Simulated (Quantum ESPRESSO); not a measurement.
# BAs (F-43m): a volume series of phonon spectra, part 5 of 8

Aim: how the vibrations of BAs shift with volume, and the expansion that follows.

Measurements to reproduce:
- volume expansion coefficient 11.55 1e-6/K near room temperature (given in “Basic Physical Properties of Cubic Boron Arsenide (three times its linear coefficient)”, 2019, arxiv:1911.11281)
- volume expansion coefficient 10.8 1e-6/K near room temperature (given in “Thermal expansion coefficients of high thermal conducting BAs and BP materials (three times its linear coefficient)”, 2019, arxiv:1906.04101)

Quantum ESPRESSO 7.5; DFT PBE, scalar-relativistic, plane waves, GBRV ultrasoft pseudopotentials.

So far. Step 4 (Ground state at this cell): On a basis chosen for the relaxed cell the pressure is 0.01 GPa, small enough for phonons. Step 5 (Born charges and dielectric tensor): The Born charges sum to zero within 0.0038 e; the rest is removed before use. Acoustic frequencies in this log differ from zero by the error of the sum rule, which ph.x does not impose.

### Step 6. A displaced supercell

System of this step: BAs. The cell holds 54 atoms: 27 B and 27 As. Cell: a = 10.224 Å, b = 10.224 Å, c = 10.224 Å, α = 60.0°, β = 60.0°, γ = 60.0°. It derives from BAs, repeated 3×3×3.

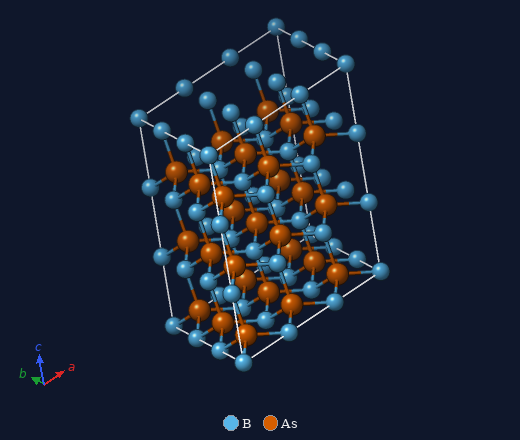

The cell of this step (boron blue, arsenic orange). Bonds to atoms that aren't drawn are left out. Some periodic images of atoms are drawn too.

disp-00001.in reads:

```
&CONTROL
  calculation = 'scf'
  prefix      = 'x'
  outdir      = './tmp'
  pseudo_dir  = './pseudo'
  tprnfor     = .true.
  disk_io     = 'none'
/
&SYSTEM
  ibrav       = 0
  nat         = 54
  ntyp        = 2
  ecutwfc     = 40.0
  ecutrho     = 240.0
  occupations = 'fixed'
  nbnd        = 110
/
&ELECTRONS
  conv_thr         = 1.0d-11
  mixing_beta      = 0.7
  electron_maxstep = 100
/
ATOMIC_SPECIES
 B      10.8100  B.upf
 As     74.9216  As.upf
CELL_PARAMETERS angstrom
     0.000000000    7.229131404    7.229131404
     7.229131404    0.000000000    7.229131404
     7.229131404    7.229131404    0.000000000
ATOMIC_POSITIONS crystal
 B      0.001956270   0.000000000   0.000000000
 B      0.333333333   0.000000000   0.000000000
 B      0.666666667   0.000000000   0.000000000
 B      0.000000000   0.333333333   0.000000000
 B      0.333333333   0.333333333   0.000000000
 B      0.666666667   0.333333333   0.000000000
 B      0.000000000   0.666666667   0.000000000
 B      0.333333333   0.666666667   0.000000000
 B      0.666666667   0.666666667   0.000000000
 B      0.000000000   0.000000000   0.333333333
 B      0.333333333   0.000000000   0.333333333
 B      0.666666667   0.000000000   0.333333333
 B      0.000000000   0.333333333   0.333333333
 B      0.333333333   0.333333333   0.333333333
 B      0.666666667   0.333333333   0.333333333
 B      0.000000000   0.666666667   0.333333333
 B      0.333333333   0.666666667   0.333333333
 B      0.666666667   0.666666667   0.333333333
 B      0.000000000   0.000000000   0.666666667
 B      0.333333333   0.000000000   0.666666667
 B      0.666666667   0.000000000   0.666666667
 B      0.000000000   0.333333333   0.666666667
 B      0.333333333   0.333333333   0.666666667
 B      0.666666667   0.333333333   0.666666667
 B      0.000000000   0.666666667   0.666666667
 B      0.333333333   0.666666667   0.666666667
 B      0.666666667   0.666666667   0.666666667
 As     0.083333333   0.083333333   0.083333333
 As     0.416666667   0.083333333   0.083333333
 As     0.750000000   0.083333333   0.083333333
 As     0.083333333   0.416666667   0.083333333
 As     0.416666667   0.416666667   0.083333333
 As     0.750000000   0.416666667   0.083333333
 As     0.083333333   0.750000000   0.083333333
 As     0.416666667   0.750000000   0.083333333
 As     0.750000000   0.750000000   0.083333333
 As     0.083333333   0.083333333   0.416666667
 As     0.416666667   0.083333333   0.416666667
 As     0.750000000   0.083333333   0.416666667
 As     0.083333333   0.416666667   0.416666667
 As     0.416666667   0.416666667   0.416666667
 As     0.750000000   0.416666667   0.416666667
 As     0.083333333   0.750000000   0.416666667
 As     0.416666667   0.750000000   0.416666667
 As     0.750000000   0.750000000   0.416666667
 As     0.083333333   0.083333333   0.750000000
 As     0.416666667   0.083333333   0.750000000
 As     0.750000000   0.083333333   0.750000000
 As     0.083333333   0.416666667   0.750000000
 As     0.416666667   0.416666667   0.750000000
 As     0.750000000   0.416666667   0.750000000
 As     0.083333333   0.750000000   0.750000000
 As     0.416666667   0.750000000   0.750000000
 As     0.750000000   0.750000000   0.750000000
K_POINTS automatic
 3 3 3 0 0 0
```

Command:

```sh
> OMP_NUM_THREADS=1 mpirun -n 4 pw.x -nk 4 -in disp-00001.in > disp-00001.out
```

The log of the run:

```text
[banner, memory and clock lines left out]
Program PWSCF v.7.5

     Message from routine setup:
     using ibrav=0 with symmetry is DISCOURAGED, use correct ibrav instead

     G-vector sticks info

     bravais-lattice index     =            0
     lattice parameter (alat)  =      19.3197  a.u.
     unit-cell volume          =    5098.9993 (a.u.)^3
     number of atoms/cell      =           54
     number of atomic types    =            2
     number of electrons       =       216.00
     number of Kohn-Sham states=          110
     kinetic-energy cutoff     =      40.0000  Ry
     charge density cutoff     =     240.0000  Ry
     scf convergence threshold =      1.0E-11
     mixing beta               =       0.7000
     number of iterations used =            8  plain     mixing
     Exchange-correlation= SLA  PW   PBE  PBE
                           (   1   4   3   4   0   0   0)

     celldm(1)=  19.319682  celldm(2)=   0.000000  celldm(3)=   0.000000
     celldm(4)=   0.000000  celldm(5)=   0.000000  celldm(6)=   0.000000

     crystal axes: (cart. coord. in units of alat)
               a(1) = (   0.000000   0.707107   0.707107 )
               a(2) = (   0.707107   0.000000   0.707107 )
               a(3) = (   0.707107   0.707107   0.000000 )

     reciprocal axes: (cart. coord. in units 2 pi/alat)
               b(1) = ( -0.707107  0.707107  0.707107 )
               b(2) = (  0.707107 -0.707107  0.707107 )
               b(3) = (  0.707107  0.707107 -0.707107 )

     PseudoPot. # 1 for B  read from file:
     ./pseudo/B.upf
     Pseudo is Ultrasoft + core correction, Zval =  3.0
     Using radial grid of  781 points,  4 beta functions with:
                l(1) =   0
                l(2) =   0
                l(3) =   1
                l(4) =   1
     Q(r) pseudized with  8 coefficients,  rinner =    1.100   1.100   1.100

     PseudoPot. # 2 for As read from file:
     ./pseudo/As.upf
     Pseudo is Ultrasoft + core correction, Zval =  5.0
     Using radial grid of  875 points,  6 beta functions with:
                l(1) =   0
                l(2) =   0
                l(3) =   1
                l(4) =   1
                l(5) =   2
                l(6) =   2
     Q(r) pseudized with  8 coefficients,  rinner =    1.300   1.300   1.300
                                                       1.300   1.300

     atomic species   valence    mass     pseudopotential
     B                 3.00    10.81000     B ( 1.00)
     As                5.00    74.92160     As( 1.00)

      2 Sym. Ops. (no inversion) found

   Cartesian axes

     site n.     atom                  positions (alat units)
         1        B      tau(   1) = (   0.0000000   0.0013833   0.0013833  )
         2        B      tau(   2) = (   0.0000000   0.2357023   0.2357023  )
         3        B      tau(   3) = (   0.0000000   0.4714045   0.4714045  )
         4        B      tau(   4) = (   0.2357023   0.0000000   0.2357023  )
         5        B      tau(   5) = (   0.2357023   0.2357023   0.4714045  )
         6        B      tau(   6) = (   0.2357023   0.4714045   0.7071068  )
         7        B      tau(   7) = (   0.4714045   0.0000000   0.4714045  )
         8        B      tau(   8) = (   0.4714045   0.2357023   0.7071068  )
         9        B      tau(   9) = (   0.4714045   0.4714045   0.9428090  )
        10        B      tau(  10) = (   0.2357023   0.2357023   0.0000000  )
        11        B      tau(  11) = (   0.2357023   0.4714045   0.2357023  )
        12        B      tau(  12) = (   0.2357023   0.7071068   0.4714045  )
        13        B      tau(  13) = (   0.4714045   0.2357023   0.2357023  )
        14        B      tau(  14) = (   0.4714045   0.4714045   0.4714045  )
        15        B      tau(  15) = (   0.4714045   0.7071068   0.7071068  )
        16        B      tau(  16) = (   0.7071068   0.2357023   0.4714045  )
[...]
20        B      tau(  20) = (   0.4714045   0.7071068   0.2357023  )
        21        B      tau(  21) = (   0.4714045   0.9428090   0.4714045  )
        22        B      tau(  22) = (   0.7071068   0.4714045   0.2357023  )
        23        B      tau(  23) = (   0.7071068   0.7071068   0.4714045  )
        24        B      tau(  24) = (   0.7071068   0.9428090   0.7071068  )
        25        B      tau(  25) = (   0.9428090   0.4714045   0.4714045  )
        26        B      tau(  26) = (   0.9428090   0.7071068   0.7071068  )
        27        B      tau(  27) = (   0.9428090   0.9428090   0.9428090  )
        28        As     tau(  28) = (   0.1178511   0.1178511   0.1178511  )
        29        As     tau(  29) = (   0.1178511   0.3535534   0.3535534  )
        30        As     tau(  30) = (   0.1178511   0.5892557   0.5892557  )
        31        As     tau(  31) = (   0.3535534   0.1178511   0.3535534  )
        32        As     tau(  32) = (   0.3535534   0.3535534   0.5892557  )
        33        As     tau(  33) = (   0.3535534   0.5892557   0.8249579  )
        34        As     tau(  34) = (   0.5892557   0.1178511   0.5892557  )
        35        As     tau(  35) = (   0.5892557   0.3535534   0.8249579  )
        36        As     tau(  36) = (   0.5892557   0.5892557   1.0606602  )
        37        As     tau(  37) = (   0.3535534   0.3535534   0.1178511  )
        38        As     tau(  38) = (   0.3535534   0.5892557   0.3535534  )
        39        As     tau(  39) = (   0.3535534   0.8249579   0.5892557  )
        40        As     tau(  40) = (   0.5892557   0.3535534   0.3535534  )
        41        As     tau(  41) = (   0.5892557   0.5892557   0.5892557  )
        42        As     tau(  42) = (   0.5892557   0.8249579   0.8249579  )
        43        As     tau(  43) = (   0.8249579   0.3535534   0.5892557  )
[...]
47        As     tau(  47) = (   0.5892557   0.8249579   0.3535534  )
        48        As     tau(  48) = (   0.5892557   1.0606602   0.5892557  )
        49        As     tau(  49) = (   0.8249579   0.5892557   0.3535534  )
        50        As     tau(  50) = (   0.8249579   0.8249579   0.5892557  )
        51        As     tau(  51) = (   0.8249579   1.0606602   0.8249579  )
        52        As     tau(  52) = (   1.0606602   0.5892557   0.5892557  )
        53        As     tau(  53) = (   1.0606602   0.8249579   0.8249579  )
        54        As     tau(  54) = (   1.0606602   1.0606602   1.0606602  )

     number of k points=    10
                       cart. coord. in units 2pi/alat
        k(    1) = (   0.0000000   0.0000000   0.0000000), wk =   0.0740741
[...]
iteration # 10     ecut=    40.00 Ry     beta= 0.70
     Davidson diagonalization with overlap
     ethr =  5.92E-10,  avg # of iterations =  5.0

     total energy              =   -1260.01186255 Ry
     estimated scf accuracy    <       0.00000008 Ry

     iteration # 11     ecut=    40.00 Ry     beta= 0.70
     Davidson diagonalization with overlap
     ethr =  3.64E-11,  avg # of iterations =  5.2

     total energy              =   -1260.01186264 Ry
     estimated scf accuracy    <       0.00000003 Ry

     iteration # 12     ecut=    40.00 Ry     beta= 0.70
     Davidson diagonalization with overlap
     ethr =  1.59E-11,  avg # of iterations =  3.6

     total energy              =   -1260.01186259 Ry
     estimated scf accuracy    <       0.00000016 Ry

     iteration # 13     ecut=    40.00 Ry     beta= 0.70
     Davidson diagonalization with overlap
     ethr =  1.59E-11,  avg # of iterations =  3.0

     total energy              =   -1260.01186260 Ry
     estimated scf accuracy    <       0.00000002 Ry

     iteration # 14     ecut=    40.00 Ry     beta= 0.70
     Davidson diagonalization with overlap
     ethr =  1.05E-11,  avg # of iterations =  4.1

     total energy              =   -1260.01186260 Ry
     estimated scf accuracy    <          1.7E-10 Ry

     iteration # 15     ecut=    40.00 Ry     beta= 0.70
     Davidson diagonalization with overlap
     ethr =  1.00E-13,  avg # of iterations =  6.1

     total energy              =   -1260.01186260 Ry
     estimated scf accuracy    <          3.0E-10 Ry

     iteration # 16     ecut=    40.00 Ry     beta= 0.70
     Davidson diagonalization with overlap
     ethr =  1.00E-13,  avg # of iterations =  2.0

     total energy              =   -1260.01186260 Ry
     estimated scf accuracy    <          5.4E-11 Ry

     iteration # 17     ecut=    40.00 Ry     beta= 0.70
     Davidson diagonalization with overlap
     ethr =  1.00E-13,  avg # of iterations =  1.0

     total energy              =   -1260.01186260 Ry
     estimated scf accuracy    <          2.7E-11 Ry

     iteration # 18     ecut=    40.00 Ry     beta= 0.70
     Davidson diagonalization with overlap
     ethr =  1.00E-13,  avg # of iterations =  1.0

     End of self-consistent calculation

          k = 0.0000 0.0000 0.0000 ( 22075 PWs)   bands (ev):

    -6.8643  -5.2009  -5.1946  -5.1939  -5.1939  -5.1939  -5.1939  -5.1932
    -5.1873  -4.5933  -4.5880  -4.5880  -4.5880  -4.5880  -4.5828  -3.1856
    -3.1751  -3.1745  -3.1739  -3.1738  -3.1735  -3.1735  -3.1733  -3.1731
    -3.1726  -3.1720  -3.1617   0.5494   0.5562   0.5570   0.5575   0.5577
     0.5585   0.5585   0.5593   0.5595   0.5600   0.5608   0.5675   1.6750
     1.6785   1.6812   1.6813   1.6813   1.6813   1.6839   1.6873   2.3861
     2.3882   2.3925   2.3937   2.3941   2.3946   2.3946   2.3949   2.3955
     2.3957   2.3971   2.4001   2.4062   2.4080   2.4085   2.4095   2.4098
     2.4171   4.9291   4.9361   4.9368   4.9373   4.9376   4.9376   4.9376
     4.9377   4.9380   4.9384   4.9391   4.9457   5.3220   5.3263   5.3295
     5.3296   5.3296   5.3303   5.3303   5.3309   5.3310   5.3310   5.3343
     5.3388   6.8041   6.8191   6.8213   6.8216   6.8224   6.8224   6.8228
     6.8228   6.8228   6.8229   6.8232   6.8233   6.8240   6.8243   6.8267
     6.8418   8.2889   8.2940   8.2993   9.5971   9.5989

          k = 0.2357 0.2357-0.2357 ( 21791 PWs)   bands (ev):

    -6.6668  -6.0880  -5.3516  -5.3490  -5.3466  -5.1443  -5.1418  -5.1393
    -4.7021  -4.6994  -4.6969  -4.2716  -3.9480  -3.9452  -3.9426  -3.7781
    -3.7753  -3.7726  -3.1733  -3.1687  -3.1684  -3.1683  -3.1680  -3.1638
[...]
7.3202   7.3270   7.9416   7.9492   9.9748   9.9791

          k = 0.4714 0.0000-0.0000 ( 21740 PWs)   bands (ev):

[...]
7.3507   7.3528   7.3529   7.3551   9.5543  10.1486

          k =-0.0000-0.4714 0.4714 ( 21800 PWs)   bands (ev):

[...]
6.7529   6.9788   6.9790   7.9277   9.8825  10.8470

          k =-0.2357 0.2357 0.2357 ( 21791 PWs)   bands (ev):

[...]
7.3205   7.3244   7.9414   7.9457   9.9771   9.9796

          k = 0.2357 0.2357 0.2357 ( 21791 PWs)   bands (ev):

[...]
7.3227   7.3267   7.9449   7.9494   9.9772   9.9808

          k =-0.0000 0.4714 0.0000 ( 21740 PWs)   bands (ev):

[...]
7.3507   7.3524   7.3531   7.3610   9.5543  10.1487

          k =-0.0000-0.4714-0.4714 ( 21800 PWs)   bands (ev):

[...]
6.7530   6.9749   6.9830   7.9276   9.8827  10.8473

          k =-0.4714-0.0000-0.4714 ( 21800 PWs)   bands (ev):

[...]
6.7554   6.9751   6.9799   7.9309   9.8843  10.8423

          k = 0.4714 0.0000-0.4714 ( 21800 PWs)   bands (ev):

[...]
0.8279   0.8333   1.2797   1.2827   1.8842   1.8879   1.8898   1.8903
     2.3525   2.8418   2.8432   3.3360   3.3390   3.3401   3.3418   3.6632
     3.7116   3.7148   3.7388   3.7418   3.7475   3.7498   3.8676   4.0007
     4.0013   4.1996   4.2020   4.2035   4.2063   4.3428   4.3456   4.4024
     4.4030   4.4039   4.4112   4.4479   4.6149   4.6158   4.6173   4.6192
     4.9040   4.9081   5.1302   5.1312   5.3342   5.3385   5.3895   5.3917
     5.5102   5.6111   5.6128   5.6138   5.6202   6.0660   6.0698   6.0711
     6.0730   6.2660   6.2707   6.4547   6.6766   6.6801   6.6831   6.6860
     6.7508   6.9778   6.9829   7.9244   9.8810  10.7947

     highest occupied, lowest unoccupied level (ev):     8.2993    9.5543

!    total energy              =   -1260.01186260 Ry
     estimated scf accuracy    <          6.2E-13 Ry

     The total energy is the sum of the following terms:
     one-electron contribution =     172.49538663 Ry
     hartree contribution      =      34.42430240 Ry
     xc contribution           =    -933.46729766 Ry
     ewald contribution        =    -533.46425398 Ry

     convergence has been achieved in  18 iterations

     Forces acting on atoms (cartesian axes, Ry/au):

     atom    1 type  1   force =    -0.00032382   -0.00877528   -0.00877528
     atom    2 type  1   force =     0.00020481    0.00027519    0.00027519
     atom    3 type  1   force =    -0.00020046    0.00026139    0.00026139
     atom    4 type  1   force =     0.00004222   -0.00023695    0.00002645
     atom    5 type  1   force =    -0.00000020    0.00003496    0.00003465
     atom    6 type  1   force =    -0.00004047    0.00002200   -0.00023685
     atom    7 type  1   force =     0.00024205   -0.00044161    0.00022649
     atom    8 type  1   force =    -0.00024601    0.00022728   -0.00043777
     atom    9 type  1   force =    -0.00000039    0.00003483    0.00003477
     atom   10 type  1   force =     0.00004222    0.00002645   -0.00023695
     atom   11 type  1   force =    -0.00000020    0.00003465    0.00003496
     atom   12 type  1   force =    -0.00004047   -0.00023685    0.00002200
     atom   13 type  1   force =     0.00004015   -0.00000538   -0.00000538
     atom   14 type  1   force =    -0.00004014   -0.00000529   -0.00000529
     atom   15 type  1   force =     0.00000002    0.00002886    0.00002886
     atom   16 type  1   force =    -0.00000036   -0.00001708   -0.00001721
[...]
atom   47 type  2   force =    -0.00000745   -0.00006990   -0.00005232
     atom   48 type  2   force =     0.00000878   -0.00005203   -0.00006977
     atom   49 type  2   force =    -0.00006262   -0.00001496    0.00002239
     atom   50 type  2   force =     0.00000007   -0.00001333   -0.00001377
     atom   51 type  2   force =     0.00006251    0.00002314   -0.00001573
     atom   52 type  2   force =    -0.00007552   -0.00000730   -0.00000730
     atom   53 type  2   force =     0.00007442   -0.00000720   -0.00000720
     atom   54 type  2   force =    -0.00000000   -0.00002349   -0.00002349

     Total force =     0.014632     Total SCF correction =     0.000001
     Message from routine punch:
     Nothing written, as per user request (disk_io='none')
```

The job ended after 15 min (4 MPI ranks of Arm Neoverse V1, shared host).

This step gave:

```
gap on the k-mesh : 1.255 eV
```

Force (size) by element, in eV/Å:

| element | atoms | mean | spread (r.m.s.) | least | largest |
| --- | --- | --- | --- | --- | --- |
| B | 27 | 0.016 | 0.060 | 0.001 | 0.319 |
| As | 27 | 0.015 | 0.035 | 0.000 | 0.137 |

The atoms with the largest values:

| atom | x, y, z (Å) | force (eV/Å) |
| --- | --- | --- |
| B1 | 0.00, 0.01, 0.01 | -0.008, -0.226, -0.226 |
| As28 | 1.20, 1.20, 1.20 | 0.060, 0.087, 0.087 |
| As30 | 1.20, 6.02, 6.02 | -0.052, 0.082, 0.082 |
| As34 | 6.02, 1.20, 6.02 | 0.001, 0.028, 0.029 |
| As46 | 6.02, 6.02, 1.20 | 0.001, 0.029, 0.028 |
| B7 | 4.82, 0.00, 4.82 | 0.006, -0.011, 0.006 |
| B19 | 4.82, 4.82, 0.00 | 0.006, 0.006, -0.011 |
| B20 | 4.82, 7.23, 2.41 | -0.006, -0.011, 0.006 |

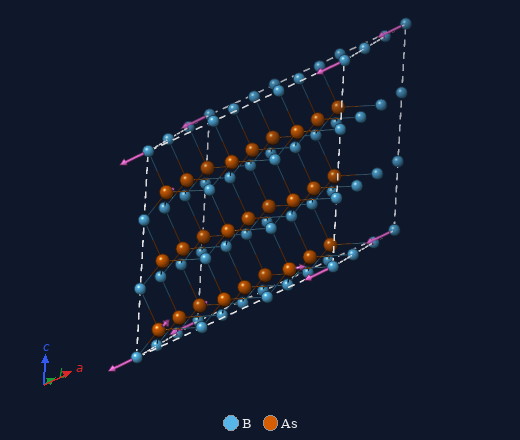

Force as arrows, the longest 0.319 eV/Å. Bonds to atoms that aren't drawn are left out. Some periodic images of atoms are drawn too.

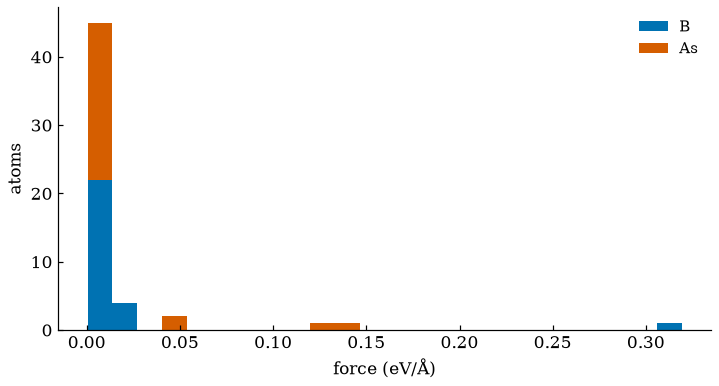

Force as a stacked histogram.

At this level the gap is 1.25 eV on the k-mesh of the self-consistent run, which can miss the band edges.

### Step 7. Forces on a displaced cell

One atom (for the harmonic constants) or a pair of atoms (for the cubic ones) is moved by a few hundredths of an ångström; the forces on all atoms give a column of force constants. The threshold is tight because the forces are small.

disp-00002.in, as its differences from disp-00001.in of step 6:

```diff
@@ -30,3 +30,3 @@
 ATOMIC_POSITIONS crystal
- B      0.001956270   0.000000000   0.000000000
+ B      0.000000000   0.000000000   0.000000000
  B      0.333333333   0.000000000   0.000000000
@@ -57,3 +57,3 @@
  B      0.666666667   0.666666667   0.666666667
- As     0.083333333   0.083333333   0.083333333
+ As     0.085289604   0.083333333   0.083333333
  As     0.416666667   0.083333333   0.083333333
```

Command:

```sh
> OMP_NUM_THREADS=1 mpirun -n 4 pw.x -nk 4 -in disp-00002.in > disp-00002.out
```

The log of the run:

```text
[banner, memory and clock lines left out]
Program PWSCF v.7.5

     Message from routine setup:
     using ibrav=0 with symmetry is DISCOURAGED, use correct ibrav instead

     G-vector sticks info

     bravais-lattice index     =            0
     lattice parameter (alat)  =      19.3197  a.u.
     unit-cell volume          =    5098.9993 (a.u.)^3
     number of atoms/cell      =           54
     number of atomic types    =            2
     number of electrons       =       216.00
[...]
atom    1 type  1   force =     0.00204463    0.00318042    0.00318042
     atom    2 type  1   force =    -0.00231647    0.00339875    0.00339875
     atom    3 type  1   force =     0.00000003    0.00004521    0.00004521
[...]
atom   53 type  2   force =    -0.00000021    0.00001810    0.00001810
     atom   54 type  2   force =    -0.00006676    0.00000107    0.00000107

     Total force =     0.016788     Total SCF correction =     0.000002
     Message from routine punch:
     Nothing written, as per user request (disk_io='none')
[key lines of the parts left out:]
!    total energy              =   -1260.01181830 Ry
convergence has been achieved in  18 iterations
```

It took 15 min on 4 MPI ranks; 61 min of CPU time.

(Part 5 of 8 ends here.)

[Logs are printed without paths, hosts, clocks, repeated set-up lines and the standing remarks that a program may print on its own settings, such as how far it seeks lower states.]

[Hosts, paths, dates, database ids (printed as entryN), source tags and the programs' standing remarks are cut or masked in the printed files.]

[A step with changed settings may run another functional than the one named; its input shows which.]

[Of the runs on displaced cells, only some may be shown.]
